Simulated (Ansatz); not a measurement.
# F4HOTa···NH3: what the fields show

Input

```
crystal:
  periodic: [false, false, false]
  atoms:
    - { symbol: Ta, position_ang: [0.0, 0.0, 0.0] }
    - { symbol: "N", position_ang: [2.51, 0.0, 0.0] }
    - { symbol: H, position_ang: [3.04, -0.5118, 0.762] }
    - { symbol: H, position_ang: [3.04, 0.5118, -0.762] }
    - { symbol: F, position_ang: [0.0, 0.0, 1.93] }
    - { symbol: F, position_ang: [0.0, 0.0, -1.93] }
    - { symbol: F, position_ang: [-0.965, 1.6714, 0.0] }
    - { symbol: F, position_ang: [-0.965, -1.6714, 0.0] }
    - { symbol: O, position_ang: [0.7315, -1.8635, 1.1725] }
    - { symbol: H, position_ang: [0.1654, -2.662, 0.9237] }
    - { symbol: H, position_ang: [1.9671, -1.1737, 0.7385] }
basis:
  gaussian: { orbitals: def2-SVP }
hamiltonian:
  xc: pbe0
relax:
  f_tol: 0.15
  max_steps: 25
  restrain:
    - { distance: [0, 8], at: 2.02, k: 30.0 }
    - { distance: [10, 1], at: 1.06, k: 30.0 }
    - { distance: [0, 1], at: 3.36, k: 30.0 }
    - { distance: [10, 8], at: 2.21, k: 30.0 }
output:
  orbitals: {}
```

Run with:

```sh
ansatz run input.yaml --threads 4 --pin off --max-ram 5120MiB --backend cpu --events-out ev --progress --plain --runs-dir out
```

The fields are those of the run's last geometry, not of the input's.

Core potentials replace the inner electrons of Ta; not at a stationary point (largest force 1.9 eV/Å).

Method: Ansatz 0.2.0, RKS PBE0/def2-SVP.

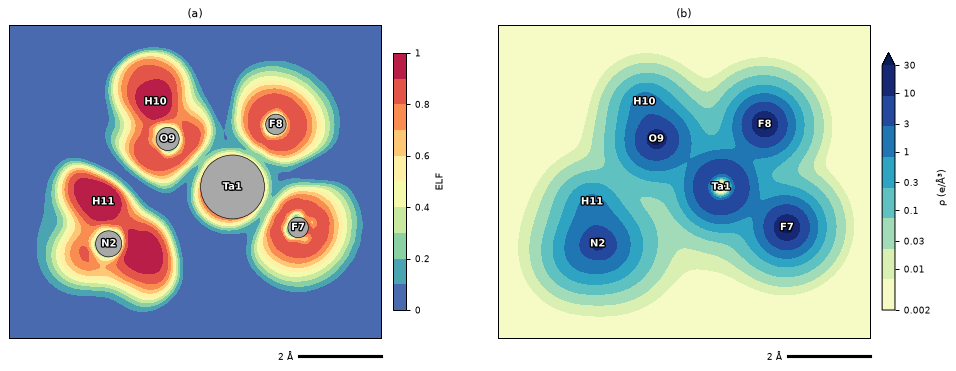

Figure 1. (a) ELF; (b) electron density on the plane of atoms F8, Ta1 and O9. Grey discs cover the atomic cores in the ELF map.

Read the bonding off the picture.

- Atoms in the plane: Ta, N, F, O and H.
- Ta1···N2 (3.34 Å): the density falls to about 0.05 e/Å³ on the way; the ELF dips to about 0 between them.
- Ta–F (1.89 Å): ρ is about 0.99 e/Å³ halfway; the ELF peaks at about 0.85 in the valence shell of F, 0.5 Å from its nucleus, and drops to about 0.20 between the two atoms.
- Ta–O (1.97 Å): ρ at the midpoint is about 0.84 e/Å³; the ELF peaks at about 0.85 in the valence shell of O, 0.5 Å from its nucleus, and drops to about 0.20 between the two atoms.
- O–H (0.96 Å): ρ is about 3.7 e/Å³ halfway; the ELF climbs to about 1 towards the hydrogen, as it does in any bond to H; an ordinary covalent bond to hydrogen.
- N–H (1.04 Å): the density is about 2.7 e/Å³ at the midpoint; the ELF climbs to about 1 towards the hydrogen; a covalent bond by its length.

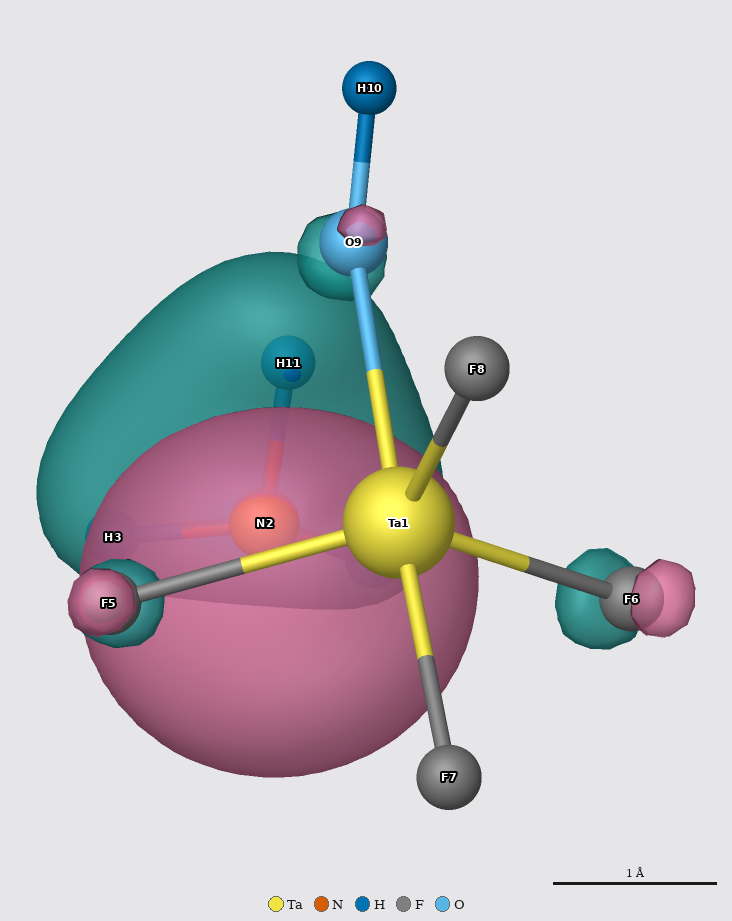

Figure 2. One frontier orbital at ±0.1 Å⁻³ᐟ² (teal and pink are the two phases), seen at an oblique angle.

Which orbital is it: HOMO or LUMO?

The HOMO, at −7.92 eV. Its weight (Hirshfeld) is mainly on N2 (about 75 %); largely a lone pair of N2.

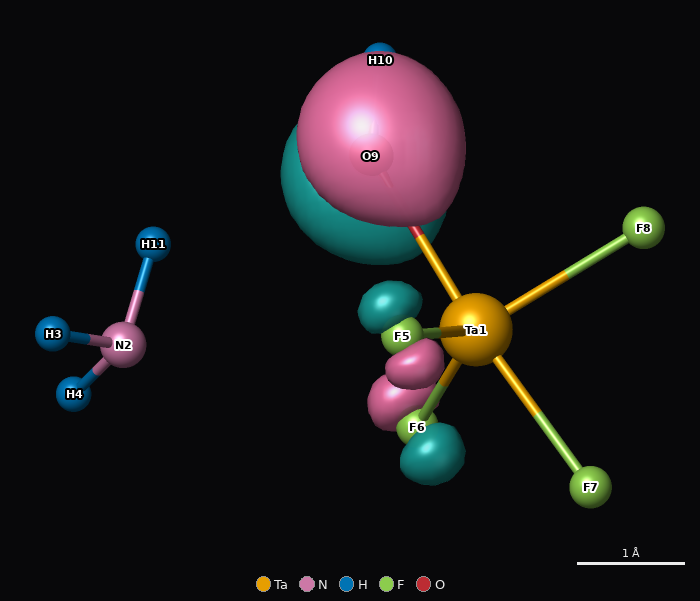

Figure 3. The HOMO−1 at ±0.2 Å⁻³ᐟ² (teal and pink are the two phases), seen at a tilt.

What is the character of this orbital?

Its weight (Hirshfeld) is mainly on O9 (about 75 %); largely a lone pair of O9. Its energy is −9.76 eV.
